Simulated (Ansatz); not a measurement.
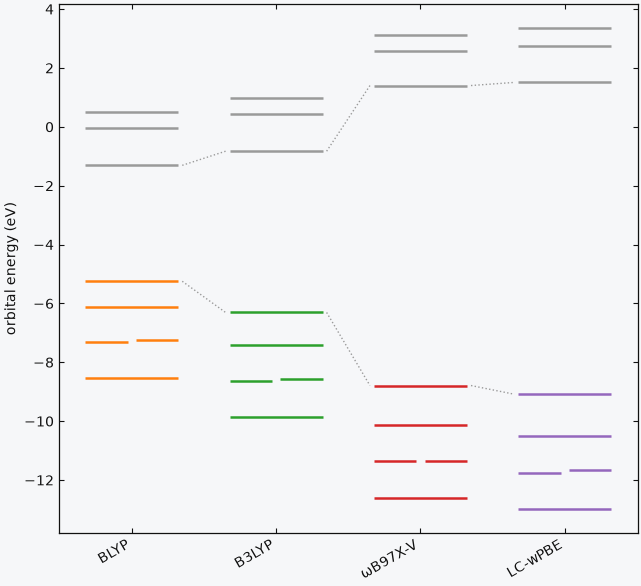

Frontier orbital energies of C₃H₉NOSi, SMILES CC(C)O[Si]N at one geometry, def2-TZVPP, the Ansatz code 0.2.0, at a PBE0-D4/def2-TZVP geometry (a minimum by its frequencies). Empty levels are grey, levels within 0.1 eV stand side by side; all columns show the same few orbitals around the gap. Dotted lines join the HOMOs and the LUMOs.

Compare the HOMO-LUMO separations.

Answer. The separation grows from 3.94 eV (BLYP) to 10.59 eV (LC-wPBE).

```tsv
level	HOMO (eV)	LUMO (eV)	separation (eV)
BLYP	−5.25	−1.31	3.94
B3LYP	−6.31	−0.83	5.48
ωB97X-V	−8.79	1.40	10.19
LC-wPBE	−9.08	1.51	10.59
```

Caveats, for all or some of the runs: empty levels above zero depend strongly on the basis; one conformer of a flexible molecule.
